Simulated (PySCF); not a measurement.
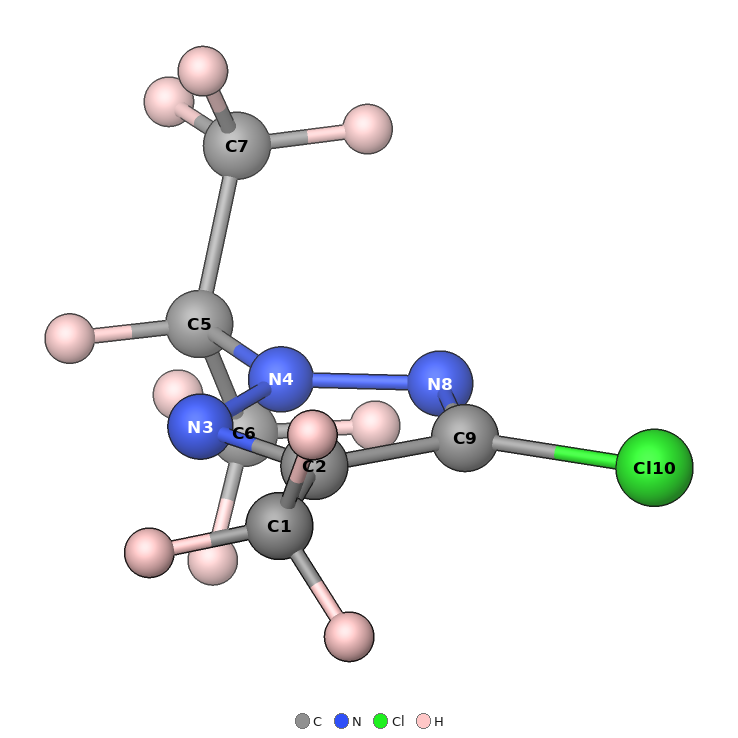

Distant atoms are faded towards the background colour. The geometry was computed by an optimisation with PBE0-D3(BJ)/def2-SVP. No frequency run is at hand to confirm it as a minimum.

What is the conformation of the ring C2–N3–N4–N8–C9?

Answer. It is planar. The Cremer–Pople amplitude Q is 0.00 Å.

Give the torsion angles round the ring, beginning with the bond from its second to its third atom.

Answer. 0°, 0°, 0°, 0°, 0°.
